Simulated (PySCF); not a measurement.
# revPBE/def2-SVP run of AlH2BrO2 (SMILES [OH][Al]([OH])[Br])

What is the energy change on altering one bond length of AlH2BrO2 at revPBE/def2-SVP? The job is set up through a Python script.

The results are computed with PySCF 2.14.0.

6 further runs of the same task are left out: 3 for a known fault of the program, 3 set aside as unsound or not needed.

## 1. Starting point

AlH2BrO2 has 6 atoms, charge 0, and is taken as a singlet. SMILES: `[OH][Al]([OH])[Br]`. The shape is that of a PBE0-D4/def2-TZVP optimisation. This is one conformer, not always the lowest.

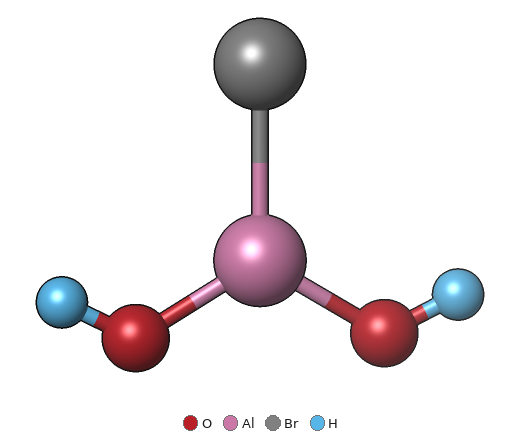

The structure, seen from a chosen angle (oxygen red, aluminium pink, bromine grey, hydrogen blue).

## 2. The energy at revPBE/def2-SVP

Contents of mol.xyz:

```xyz
6

O     -0.080200     1.421100    -0.824900
Al    -0.029700    -0.053500    -0.021600
O      1.110100    -0.254800     1.196000
Br    -1.450800    -1.714400    -0.562000
H     -0.702100     1.604000    -1.526900
H      1.194600    -1.066400     1.693300
```

Contents of calc.py:

```python
from pyscf import gto, dft

system = gto.M(
    atom='mol.xyz',
    max_memory=1860,
    verbose=3,
    spin=0,
    basis='def2-svp',
)

myscf = dft.RKS(system, xc='revpbe')
myscf.conv_tol = 1e-10
myscf.grids.level = 5
myscf.kernel()
if not myscf.converged:
    myscf = myscf.newton().run(myscf.mo_coeff, myscf.mo_occ)

energy = myscf.e_tot
print('E(%s) = %.9f' % ('REVPBE', energy))
```

Started as:

```
$ OMP_NUM_THREADS=1 python calc.py
```

Output:

```text
converged SCF energy = -2967.57618600678
E(REVPBE) = -2967.576186007
```

It took 17 s on 1 thread of Arm Neoverse V2, shared host; peak memory 0.46 GiB.

## 3. The distorted shape

Contents of run.py:

```python
from pyscf import gto, dft

molecule = gto.M(
    atom='''
O     -0.122452     1.826920    -1.073562
Al    -0.071952     0.352320    -0.270262
O      1.067848     0.151020     0.947338
Br    -1.493052    -1.308580    -0.810662
H     -0.744352     2.009820    -1.775562
H      1.194600    -1.066400     1.693300
''',
    verbose=4,
    max_memory=1860,
    basis='def2-svp',
)

mf = dft.RKS(molecule, xc='revpbe')
mf.grids.level = 5
mf.conv_tol = 1e-10
mf.kernel()
if not mf.converged:
    mf = mf.newton().run(mf.mo_coeff, mf.mo_occ)

energy = mf.e_tot
print(f'total energy: {energy:.8f} hartree')
```

Started as:

```
$ OMP_NUM_THREADS=1 python run.py
```

Output:

```text
PySCF version 2.14.0

[INPUT] num. atoms = 6
[INPUT] num. electrons = 66
[INPUT] charge = 0
[INPUT] spin (= nelec alpha-beta = 2S) = 0
[INPUT] symmetry False subgroup None
[INPUT] Mole.unit = angstrom
[INPUT] Symbol           X                Y                Z      unit          X                Y                Z       unit  Magmom
[INPUT]  1 O     -0.122452000000   1.826920000000  -1.073562000000 AA   -0.231400743405   3.452378451490  -2.028738157740 Bohr   0.0
[INPUT]  2 Al    -0.071952000000   0.352320000000  -0.270262000000 AA   -0.135969574115   0.665788308207  -0.510721161877 Bohr   0.0
[INPUT]  3 O      1.067848000000   0.151020000000   0.947338000000 AA    2.017940262665   0.285386439332   1.790209367393 Bohr   0.0
[INPUT]  4 Br    -1.493052000000  -1.308580000000  -0.810662000000 AA   -2.821459369734  -2.472857812083  -1.531929159592 Bohr   0.0
[INPUT]  5 H     -0.744352000000   2.009820000000  -1.775562000000 AA   -1.406621420272   3.798009359673  -3.355325897185 Bohr   0.0
[INPUT]  6 H      1.194600000000  -1.066400000000   1.693300000000 AA    2.257466828405  -2.015203939236   3.199873246726 Bohr   0.0

nuclear repulsion = 295.889770034123
number of shells = 38
number of NR pGTOs = 172
number of NR cGTOs = 88
basis = def2-svp
ecp = {}

******** <class 'pyscf.dft.rks.RKS'> ********
method = RKS
initial guess = minao
damping factor = 0
level_shift factor = 0
DIIS = <class 'pyscf.scf.diis.CDIIS'>
diis_start_cycle = 1
diis_space = 8
diis_damp = 0
SCF conv_tol = 1e-10
SCF conv_tol_grad = None
SCF max_cycles = 50
direct_scf = True
direct_scf_tol = 1e-13
XC library pyscf.dft.libxc version 7.0.0
    S. Lehtola, C. Steigemann, M. J.T. Oliveira, and M. A.L. Marques.,  SoftwareX 7, 1–5 (2018)
XC functionals = revpbe
    Y. Zhang and W. Yang.,  Phys. Rev. Lett. 80, 890 (1998)
    J. P. Perdew, K. Burke, and M. Ernzerhof.,  Phys. Rev. Lett. 77, 3865 (1996)
    J. P. Perdew, K. Burke, and M. Ernzerhof.,  Phys. Rev. Lett. 78, 1396 (1997)
radial grids:
    Treutler-Ahlrichs [JCP 102, 346 (1995); DOI:10.1063/1.469408] (M4) radial grids

becke partition: Becke, JCP 88, 2547 (1988); DOI:10.1063/1.454033
pruning grids: <function nwchem_prune>
grids dens level: 5
symmetrized grids: False
atomic radii adjust function: <function treutler_atomic_radii_adjust>
small_rho_cutoff = 0
Set gradient conv threshold to 1e-05
Initial guess from minao.
tot grids = 220824
init E= -2966.5520016024
  HOMO = -0.31514732410041  LUMO = -0.129253754509855  gap/eV = 5.05842
cycle= 1 E= -2967.1361575348  delta_E= -0.584  |g|= 1.29  |ddm|= 2.61
  HOMO = -0.000867786989831032  LUMO = 0.0233045833687271  gap/eV = 0.65776
cycle= 2 E= -2964.12006509804  delta_E= 3.02  |g|= 3.44  |ddm|= 4.15
  HOMO = -0.207557944210471  LUMO = -0.155263074551125  gap/eV = 1.42302
cycle= 3 E= -2967.42478214342  delta_E= -3.3  |g|= 0.524  |ddm|= 3.77
  HOMO = -0.235035757971595  LUMO = -0.107023691603389  gap/eV = 3.48339
cycle= 4 E= -2967.45036063742  delta_E= -0.0256  |g|= 0.466  |ddm|= 0.802
  HOMO = -0.253741035826969  LUMO = -0.110776071168271  gap/eV = 3.89027
cycle= 5 E= -2967.49245026398  delta_E= -0.0421  |g|= 0.0888  |ddm|= 0.35
  HOMO = -0.253059219756352  LUMO = -0.114656759573271  gap/eV = 3.76612
cycle= 6 E= -2967.49444019413  delta_E= -0.00199  |g|= 0.0401  |ddm|= 0.137
  HOMO = -0.25357990586073  LUMO = -0.11560576702643  gap/eV = 3.75447
cycle= 7 E= -2967.49470173077  delta_E= -0.000262  |g|= 0.0138  |ddm|= 0.0266
  HOMO = -0.253747135515203  LUMO = -0.116207613276384  gap/eV = 3.74264
cycle= 8 E= -2967.49474568406  delta_E= -4.4e-05  |g|= 0.00385  |ddm|= 0.0121
  HOMO = -0.253867596158931  LUMO = -0.116378929800404  gap/eV = 3.74126
cycle= 9 E= -2967.49474939553  delta_E= -3.71e-06  |g|= 0.00107  |ddm|= 0.00435
  HOMO = -0.253878286590093  LUMO = -0.116402777571093  gap/eV = 3.74090
cycle= 10 E= -2967.49474965793  delta_E= -2.62e-07  |g|= 7.76e-05  |ddm|= 0.000856
  HOMO = -0.253874434306095  LUMO = -0.116401480275135  gap/eV = 3.74083
cycle= 11 E= -2967.4947496591  delta_E= -1.17e-09  |g|= 1.73e-05  |ddm|= 7.67e-05
  HOMO = -0.253874078197738  LUMO = -0.116402417506519  gap/eV = 3.74079
cycle= 12 E= -2967.49474965919  delta_E= -9.09e-11  |g|= 2.77e-06  |ddm|= 1.86e-05
  HOMO = -0.253874082503159  LUMO = -0.116402781116735  gap/eV = 3.74078
Extra cycle  E= -2967.49474965917  delta_E= 1.68e-11  |g|= 3.1e-06  |ddm|= 5.91e-06
converged SCF energy = -2967.49474965917
total energy: -2967.49474966 hartree
```

Wall time 17 s (1 thread of Arm Neoverse V2, shared host); peak memory 0.46 GiB.

## 4. What came out

Level: revPBE/def2-SVP.

```
                                                         quantity           value
                                        first shape: total energy  -2967.57619 Eh
                                       first shape: dipole moment          0.70 D
                                         first shape: HOMO energy        -7.03 eV
                                         first shape: LUMO energy        -1.28 eV
                                       first shape: HOMO–LUMO gap         5.74 eV
                                    distorted shape: total energy  -2967.49475 Eh
                                   distorted shape: dipole moment          0.86 D
                                     distorted shape: HOMO energy        -6.91 eV
                                     distorted shape: LUMO energy        -3.17 eV
                                   distorted shape: HOMO–LUMO gap         3.74 eV
energy change with the O3–H6 bond stretched from 0.956 to 1.433 Å        2.216 eV
```

In words: With the O3–H6 bond stretched from 0.956 to 1.433 Å the energy rises by 2.22 eV (214 kJ/mol). The first shape isn't relaxed at this level, so the change isn't measured from a minimum. Mulliken charges (distorted shape) run from -0.49 on O3 to +0.75 on Al2; they depend strongly on the basis.
